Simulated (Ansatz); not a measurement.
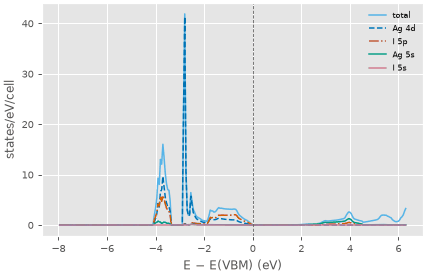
Figure: Total and projected density of states of AgI (zinc blende, F-43m), PBE (plane waves, PAW; program Ansatz)

### Question
Which orbitals carry the states next to the gap?

### Answer
Top 1 eV of the valence band: I 5p 65 %, Ag 4d 33 %. Bottom 1 eV of the conduction band: Ag 5s 70 %, I 5p 15 %, I 5s 12 %. Projections are on Löwdin-orthogonalised atomic valence shells; empty p or d shells of many metals are not among them.

### Question
Where is the tallest occupied peak in this window, and what makes it?

### Answer
Near -2.8 eV, about 42 states/eV per cell; the largest projected share is Ag 4d.

The cell was relaxed with PBE under the symmetry of its start. The run is not spin-polarised. Spin–orbit coupling is left out wherever it is not named.

Potentials: the later of the program's two PAW sets.
